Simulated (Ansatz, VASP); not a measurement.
## Sn: VASP beside Ansatz

Wanted: the spread between two codes on one cell, functional and k mesh. The cell comes out of the VASP series on this material, whose earlier steps may have relaxed, scaled or displaced it; both programs get it as it stands.

Main program and level: Ansatz 0.2.0; plane waves, with VASP 6.6.1 beside it; electric field gradients at PBE with D3(BJ).

**1. Starting point**

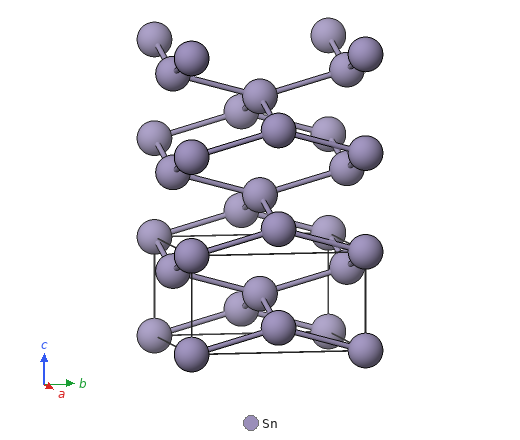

The cell as given, slightly off an axis (tin purple). 1×1×3 cells are drawn. This picture shows the conventional cell, with its axes. Some periodic images of atoms are drawn too.

**2. Ansatz: electric field gradients, PBE with D3(BJ)**

Ansatz runs on its default PAW (the set named soft_2) files.

Field gradients test the density near the nuclei, where the PAW reconstruction matters most.

input.yaml

```yaml
crystal:
  lattice:
    - [-2.8984441621, 2.8984441621, 1.6181218377]
    - [2.8984441621, -2.8984441621, 1.6181218377]
    - [2.8984441621, 2.8984441621, -1.6181218377]
  atoms:
    - { symbol: Sn, position: [0.0, 0.0, 0.0] }
    - { symbol: Sn, position: [0.75, 0.25, 0.5] }
hamiltonian:
  xc: pbe
  pseudopotentials: { kind: paw }
  dispersion: d3bj
kpoints:
  mp_grid: { grid: [8, 8, 8] }
scf:
  occupations: { method: methfessel_paxton, width: 0.2 }
  n_extra_bands: 4
output:
  forces: true
  stress: true
  eigenvalues: true
  efg: {}
```

Run with:

```bash
$ ansatz run input.yaml --threads 2 --pin off --max-ram 4608MiB --backend cpu --events-out ev --progress --plain --runs-dir out
```

Numbers of over 12 decimals in the logs are rounded to 6 here.

Log:

```text
scf.n_extra_bands = 4 over 14 filled bands (N_el = 28.0): the run solves 18 bands
Sn: output.efg is read without spin–orbit coupling, which moves field gradients at and beside such atoms by some per cent and up to a factor of two; PAW files take it under magnetization.noncollinear and magnetization.spin_orbit
Engine: ansatz 0.2.0, aarch64-unknown-linux-gnu
Pseudopotentials: kind: paw
Pseudopotential: Sn, paw, valence charge 14, recommended cutoff 420 eV (normal), Sn.paw.azcp
Functional definition: PBE
  parameter kappa = 0.804
  parameter beta = 0.066725
  exchange = pbe_x(kappa = kappa, mu = beta*pi^2/3)
  correlation = pbe_c(beta = beta)
Crystal: 2 atoms, lattice volume = 54.375 Å³
Basis set: ecut = 420 eV, 1077 PW (Γ), exchange–correlation on 60×60×60 points (8 copies of the dense FFT grid, shifted against one another)
Bands: 18, of which v1, the nominal top of the filled ones, is band 14 counted from 1 (13 counted from 0)
Symmetry: 16 space group operations
Space group: I41/amd (ITA 141), of the structure as read, at distance tolerance 3.8e-5 Å
k-points: 59 of 512
Non-local potential: Sn, projectors of the file, l = 0: 2, l = 1: 2, l = 2: 2, l = 3: 2
PAW form: soft (Blöchl's): semilocal exchange-correlation on the pseudo side does not see the compensation charge
PAW one-centre angular grid: Sn, 590 points (default); XC on 64 Gauss nodes
Initial density: superposition of atomic densities (neutral atoms: chi_scale 0, normalization atom), corrected by the library's trained network
Initial wavefunctions: pseudopotential atomic-orbital guess
Functional: x = pbe(κ = 0.804, μ = 0.219515), c = pbe(β = 0.066725)
SCF iter   1: F=—  HF=-12049.093173 eV  |F-HF|=—  |Δ(HF+E_count)|=         —  Δρ=1.23e-3  dr2=6.53e-4  ethr=1.77e-3  ⟨swp⟩=5.5  Hψ=5139  notcnv=0
preconditioner: auto → Kerker (q_TF=auto, 2.443 Å⁻¹)  [metal: Δε(μ)=0.090 eV  Ē_g=20.259 eV  σ=0.200 eV  W_gap=0.36  n_scr=16 (ndim 8)  ℏωp=26.6 eV  f_vac=0.000  D(μ)=0.98/eV (n_scr^D=4)]
SCF iter   2: F=—  HF=-12049.092105 eV  |F-HF|=—  |Δ(HF+E_count)|=   1.07e-3  S|Δr|=    0.00e0  Δρ=7.71e-4  dr2=3.12e-4  ethr=2.33e-6  ⟨swp⟩=2.0  Hψ=2293  notcnv=0
SCF iter   3: F=—  HF=-12049.092062 eV  |F-HF|=—  |Δ(HF+E_count)|=   4.26e-5  S|Δr|=    0.00e0  Δρ=3.90e-4  dr2=8.66e-5  ethr=1.11e-6  ⟨swp⟩=2.0  Hψ=1885  notcnv=0
SCF iter   4: F=—  HF=-12049.092071 eV  |F-HF|=—  |Δ(HF+E_count)|=   8.32e-6  S|Δr|=    0.00e0  Δρ=1.69e-4  dr2=9.12e-6  ethr=3.09e-7  ⟨swp⟩=2.0  Hψ=1845  notcnv=0
SCF iter   5: F=—  HF=-12049.092063 eV  |F-HF|=—  |Δ(HF+E_count)|=   7.22e-6  S|Δr|=    0.00e0  Δρ=5.78e-5  dr2=1.04e-6  ethr=3.26e-8  ⟨swp⟩=2.0  Hψ=1761  notcnv=0
SCF iter   6: F=-12049.092063 eV  HF=-12049.092063 eV  |F-HF|=1.37e-8  |Δ(HF+E_count)|=   6.80e-7  S|Δr|=    0.00e0  Δρ=5.93e-6  dr2=1.12e-8  ethr=3.57e-10  ⟨swp⟩=3.6  Hψ=5004  notcnv=0
SCF 1 converged in 6 iterations: F = -12049.092063 eV  dr2 = 1.12e-8
  greatest PAW one-centre occupation: 0.991 electrons in one spin orbital (limit 2), on the Sn atom at site 1 (counted from 0), in its partial waves of l = 2
SCF converged after 6 iterations
Stability not checked: this state was not tested for a lower state beside it, because cold or Methfessel-Paxton smearing, or corrected tetrahedra, fill the levels in a way that the test cannot read (fill_not_monotonic; see scf.lower_state_search)
Free energy (F): -12049.092063 eV
Harris-Foulkes:  -12049.092063 eV  (|F-HF|=1.37e-8)
Internal energy: -12049.093578 eV  (E = F + TS)
E sigma→0 (E₀):  -12049.092442 eV
Entropy (-TS):   0.001515 eV (0.758 meV/atom)
Fermi energy:    10.678909 eV
--- Per-component energies (eV) ---
  E_band       = -164.775019
  E_kinetic    = 373.535489
  E_local      = -1702.847164  (includes V_loc(G=0)·N_el)
  E_nonlocal   = -64.696489
  E_hartree    = 1066.000802
  E_xc         = -765.324375
  E_vxc        = -192.379286  (∫ρ·V_xc dr)
  E_paw        = -8272.527586  (= ΣΔE_a)
  E_vpaw       = -710.383282  (= ΣTr[D̂ρ^β])
  E_aug_tail   = -0.000001  (compensation charges beyond the density's cutoff)
  E_ewald      = -2682.456178
  E_disp       = -0.778077  (pairwise vdW)
  E_smearing   = 0.001515  (= −TS)
  E_closure    = -0.000000  (closes the sum)
  Σ components = -12049.092063   (vs F -12049.092063, Δ=0.00e0)
--- Forces (eV/Å), atoms counted from 1 ---
  atom   1  Sn     0.00000000     0.00000000    -0.00000000
  atom   2  Sn     0.00000000     0.00000000     0.00000000
  max |Σ_I F_I| component: 6.94e-18 eV/Å
--- Stress (GPa, compression-positive) ---
        0.083622       0.000000       0.000000
        0.000000       0.083622      -0.000000
        0.000000      -0.000000       0.136139
  P = ⅓ Tr σ = 0.1011 GPa (1.011 kbar)
--- PAW observables at the nuclei: V_zz in 10²¹ V/m², potentials from the cell's mean, atoms counted from 1 ---
  atom   1  Sn V_zz =    +3.769987   η = 0.0000   by run symmetry: allowed
            electrostatic potential = -8174.526626 V   contact ρ = none
  atom   2  Sn V_zz =    +3.769987   η = 0.0000   by run symmetry: allowed
            electrostatic potential = -8174.526626 V   contact ρ = none
--- Band table (eV; the first three rows and the last of 59) ---
  k-point 0: bands = [... 10 lower, -0.4045, 7.3267, 8.8304, 8.8304, 13.7748, 17.1256, 17.1256, 17.1889]
  k-point 1: bands = [... 10 lower, -0.2612, 6.2234, 8.9996, 9.6561, 14.4423, 15.9101, 16.4053, 17.0876]
  k-point 2: bands = [... 10 lower, 0.1687, 4.6229, 9.5014, 10.6066, 14.3169, 15.0353, 16.2574, 16.7118]
  k-point 58: bands = [... 10 lower, 3.2794, 3.2794, 5.9333, 5.9333, 15.3106, 15.3106, 20.4105, 20.4105]
```

It took 3.6 s on 2 threads of Arm Neoverse N1, shared host; peak memory 0.36 GiB.

The run ends at a pressure of 0.10 GPa.

**3. VASP: electric field gradients, PBE with D3(BJ)**

The same cell, functional, mesh and smearing now go to VASP, with its own data sets and cutoff.

Lines of VASP's logs that name or quote its potential files are left out, and so is its time.

INCAR

```
SYSTEM = Sn
PREC = Accurate
ENCUT = 400
EDIFF = 1E-07
NELM = 100
ISMEAR = 1
SIGMA = 0.2
LREAL = .FALSE.
ALGO = Normal
GGA = PE
IVDW = 12
NBANDS = 20
LORBIT = 11
LWAVE = .FALSE.
LCHARG = .FALSE.
KPAR = 2
LEFG = .TRUE.
LASPH = .TRUE.
```

POSCAR

```
Sn
1.0
   -2.8984441621      2.8984441621      1.6181218377
    2.8984441621     -2.8984441621      1.6181218377
    2.8984441621      2.8984441621     -1.6181218377
Sn
2
Direct
    0.0000000000      0.0000000000      0.0000000000
    0.7500000000      0.2500000000      0.5000000000
```

KPOINTS

```
Automatic mesh
0
Gamma
8 8 8
0 0 0
```

PAW data sets: Sn_d (PBE family, release 64).

Run with:

```bash
$ mpirun -np 2 vasp_std
```

Log:

```text
[banner, memory and clock lines left out]
running    2 mpi-ranks, on    1 nodes
 distrk:  each k-point on    1 cores,    2 groups
 distr:  one band on    1 cores,    1 groups

 POSCAR found type information on POSCAR Sn
 POSCAR found :  1 types and       2 ions
 LDA part: xc-table for (Slater+PW92), standard interpolation
 POSCAR, INCAR and KPOINTS ok, starting setup
 FFT: planning ... GRIDC
 FFT: planning ... GRID_SOFT
 FFT: planning ... GRID
 WAVECAR not read
 entering main loop
       N       E                     dE             d eps       ncg     rms          rms(c)
DAV:   1     0.200391368249E+03    0.20039E+03   -0.12687E+04  2400   0.188E+03
DAV:   2     0.118979854539E+02   -0.18849E+03   -0.18542E+03  2376   0.411E+02
DAV:   3    -0.702990660862E+01   -0.18928E+02   -0.18829E+02  2680   0.128E+02
DAV:   4    -0.758098839656E+01   -0.55108E+00   -0.55082E+00  2668   0.246E+01
DAV:   5    -0.760323052344E+01   -0.22242E-01   -0.22242E-01  3276   0.453E+00    0.240E+00
DAV:   6    -0.758673098386E+01    0.16500E-01   -0.32270E-02  3220   0.262E+00    0.134E+00
DAV:   7    -0.758240408573E+01    0.43269E-02   -0.19793E-02  3188   0.205E+00    0.166E-01
DAV:   8    -0.758235136780E+01    0.52718E-04   -0.21531E-03  2856   0.625E-01    0.358E-02
DAV:   9    -0.758235736609E+01   -0.59983E-05   -0.64088E-05  3180   0.780E-02    0.130E-02
DAV:  10    -0.758235646232E+01    0.90376E-06   -0.79747E-06  3008   0.355E-02    0.176E-03
DAV:  11    -0.758235648645E+01   -0.24129E-07   -0.45098E-07  2688   0.820E-03
ion   1
     0.0000000     0.0000000     0.0000000     0.3396780    -0.0000000     0.0000000
     0.0000571     0.0000000     0.0000000     0.3396780    -0.0000000     0.0000000
     0.0000787     0.0000000     0.0000000     0.3396780    -0.0000000     0.0000000
     0.0001083     0.0000000     0.0000000     0.3396780    -0.0000000     0.0000000
     0.0001492     0.0000000     0.0000000     0.3396780    -0.0000000     0.0000000

     0.0000000     0.0000000    -0.0000000   -29.8929496    -0.0000000     0.0000000
     0.0000571     0.0000000    -0.0000000   -29.8863292    -0.0000000     0.0000000
     0.0000787     0.0000000    -0.0000000   -29.8827482    -0.0000000     0.0000000
     0.0001083     0.0000000    -0.0000000   -29.8770145    -0.0000000     0.0000000
     0.0001492     0.0000000    -0.0000000   -29.8678715    -0.0000000     0.0000000

ion   2
     0.0000000     0.0000000     0.0000000     0.3396780    -0.0000000    -0.0000000
     0.0000571     0.0000000     0.0000000     0.3396780    -0.0000000    -0.0000000
     0.0000787     0.0000000     0.0000000     0.3396780    -0.0000000    -0.0000000
     0.0001083     0.0000000     0.0000000     0.3396780    -0.0000000    -0.0000000
     0.0001492     0.0000000     0.0000000     0.3396780    -0.0000000    -0.0000000

     0.0000000     0.0000000    -0.0000000   -29.8929496     0.0000000    -0.0000000
     0.0000571     0.0000000    -0.0000000   -29.8863292     0.0000000    -0.0000000
     0.0000787     0.0000000    -0.0000000   -29.8827482     0.0000000    -0.0000000
     0.0001083     0.0000000    -0.0000000   -29.8770145     0.0000000    -0.0000000
     0.0001492     0.0000000    -0.0000000   -29.8678715     0.0000000    -0.0000000

   1 F= -.83601949E+01 E0= -.83607013E+01  d E =0.151905E-02
```

Parts of OUTCAR (step 3):

```text
ion  position               nearest neighbor table
   1  0.000  0.000  0.000-   2 3.01   2 3.01   2 3.01   2 3.01
   2  0.750  0.250  0.500-   1 3.01   1 3.01   1 3.01   1 3.01

  LATTYP: Found a body centered tetragonal cell.
 ALAT       =     5.7968883242
 C/A-ratio  =     0.5582725584

 Subroutine GETGRP returns: Found 16 space group operations
 (whereof  8 operations were pure point group operations)

The static configuration has the point symmetry D_2d.
 The point group associated with its full space group is D_4h.

 Found     59 irreducible k-points:

   k-points           NKPTS =     59   k-points in BZ     NKDIM =     59   number of bands    NBANDS=     20

   dimension x,y,z NGX =    30 NGY =   30 NGZ =   30
   dimension x,y,z NGXF=    60 NGYF=   60 NGZF=   60

   ENCUT  =  400.0 eV  29.40 Ry    5.42 a.u.   7.19  7.19  7.19*2*pi/ulx,y,z

   NELECT =      28.0000    total number of electrons

 k-points in reciprocal lattice and weights: Automatic mesh
   0.00000000  0.00000000  0.00000000       0.002
   0.12500000  0.00000000  0.00000000       0.016
   0.25000000  0.00000000  0.00000000       0.016
   0.37500000 -0.00000000  0.00000000       0.016
   0.50000000  0.00000000  0.00000000       0.008
   0.12500000  0.12500000  0.00000000       0.016
   0.25000000  0.12500000  0.00000000       0.031
   0.37500000  0.12500000  0.00000000       0.031
   0.50000000  0.12500000  0.00000000       0.031
[...]
-0.37500000 -0.37500000  0.37500000       0.004
   0.50000000  0.50000000  0.50000000       0.002

 average (electrostatic) potential at core
       1 -99.0873       2 -99.0873

 E-fermi :   7.9164

 k-point     1 :       0.0000    0.0000    0.0000
  band No.  band energies     occupation
    ...
     10     -13.2030      2.00000
     11      -3.1669      2.00000
     12       4.5629      2.00000
     13       6.0685      2.00000
     14       6.0685      2.00000
     15      11.0145     -0.00000
     16      14.3615      0.00000
     17      14.3615      0.00000
     18      14.4256      0.00000
     19      14.5190      0.00000
    ...

 k-point     2 :       0.1250    0.0000    0.0000
  band No.  band energies     occupation
    ...
     10     -13.2133      2.00000
     11      -2.8650      2.00000
     12       4.1580      2.00000
     13       6.0782      2.00000
     14       7.0297      2.00000
     15      11.5267     -0.00000
     16      12.0691      0.00000
     17      12.5321      0.00000
     18      13.6329      0.00000
     19      14.1035      0.00000
    ...

 k-point     3 :       0.2500    0.0000    0.0000
  band No.  band energies     occupation
    ...
      9     -13.3369      2.00000
     10     -13.2372      2.00000
     11      -1.9624      2.00000
     12       3.8486      2.00000
     13       6.1984      2.00000
     14       8.3862     -0.00443
     15       8.9844     -0.00000
     16      10.0436     -0.00000
     17      12.2513      0.00000
     18      12.3804      0.00000
    ...

 Edisp (eV)   -0.77784

  Total      -0.00350    -0.00350     0.01487     0.00000     0.00000     0.00000
  in kB      -0.10312    -0.10312     0.43825     0.00000     0.00000     0.00000
  external pressure =        0.08 kB  Pullay stress =        0.00 kB

  energy-cutoff  :      400.00
  volume of cell :       54.38
      direct lattice vectors                 reciprocal lattice vectors
    -2.898444162  2.898444162  1.618121838     0.000000000  0.172506342  0.309000218
     2.898444162 -2.898444162  1.618121838     0.172506342  0.000000000  0.309000218
     2.898444162  2.898444162 -1.618121838     0.172506342  0.172506342  0.000000000

 POSITION                                       TOTAL-FORCE (eV/Angst)
 -----------------------------------------------------------------------------------
      0.00000      0.00000      0.00000         0.000000     -0.000000      0.000000
      0.00000      2.89844      0.80906        -0.000000      0.000000     -0.000000
 -----------------------------------------------------------------------------------
    total drift:                                0.000000     -0.000000      0.000000

  FREE ENERGIE OF THE ION-ELECTRON SYSTEM (eV)
  ---------------------------------------------------
  free  energy   TOTEN  =        -8.3601949256 eV

  energy  without entropy=       -8.3617139774  energy(sigma->0) =       -8.36070128

 Electric field gradients after diagonalization (V/A^2)
 (convention: |V_zz| > |V_xx| > |V_yy|)
----------------------------------------------------------------------
 ion       V_xx      V_yy      V_zz     asymmetry (V_yy - V_xx)/ V_zz
----------------------------------------------------------------------
   1     -18.708   -18.704    37.411       0.000
   2     -18.708   -18.704    37.411       0.000
----------------------------------------------------------------------

 total charge
# of ion       s       p       d       tot
------------------------------------------
    1        1.234   1.018   9.975  12.227
    2        1.234   1.018   9.975  12.227
--------------------------------------------------
tot          2.468   2.035  19.951  24.454

[... 3 further parts left out ...]
```

The run ends at a pressure of 0.01 GPa.

**4. Comparison**

Known differences besides the PAW data sets themselves: Ansatz adds the response of the frozen cores to the gradients, VASP leaves it out; the cutoff is 420 eV in Ansatz and 400 eV in VASP. Total energies have different zeros and are not compared.

Both answers:

| quantity | Ansatz | VASP | difference |
| --- | --- | --- | --- |
| pressure (GPa) | 0.10 | 0.01 | +0.09 |
| Vzz at Sn1 (V/Å²) | 37.7 | 37.4 | +0.3 |
| Vzz at Sn2 (V/Å²) | 37.7 | 37.4 | +0.3 |

Ansatz's pressure holds a Pulay correction of 0.03 GPa; VASP's holds none.

**5. What came out**

| Property | Result |
| --- | --- |
| difference in Vzz at Sn1 (electric field gradients, PBE with D3(BJ)) | 0.29 V/Å² |

**Reading.** The difference in Vzz at Sn1 is 0.29 V/Å² (electric field gradients, PBE with D3(BJ)). How closely two codes agree says nothing of how well the functional describes the real material.

[Lines on the potential files, build, host, timing and source positions are cut from VASP's logs without a mark.]

[Logs are printed without paths, hosts, clocks, repeated set-up lines and the standing remarks that a program may print on its own settings, such as how far it seeks lower states.]

[Hosts, paths, dates, database ids (printed as entryN), source tags and the programs' standing remarks are cut or masked in the printed files.]
